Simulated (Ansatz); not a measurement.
The reference is GaCuSe₂ in the chalcopyrite structure (space group I-42d, No. 122; a = 5.6078 Å, c = 11.0965 Å).

The change: the cell is scaled by 0.9873 in all directions, atoms relaxed at fixed cell.

Method: plane-wave PAW DFT at the r2SCAN level (Ansatz, a first-principles code, 500 eV), no spin-orbit coupling, earlier PAW set.

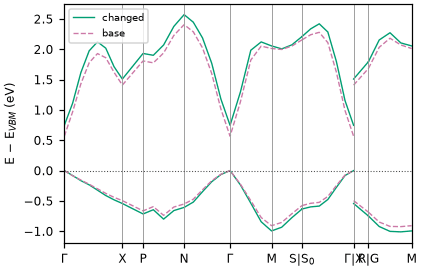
*Highest valence and lowest conduction band along the path, each from its own valence-band maximum*

The gap is 0.75 eV, direct at Γ; the base has 0.57 eV.

The cells carry an imposed strain or load. Stability against distortions was not tested. All final runs are without spin polarisation.
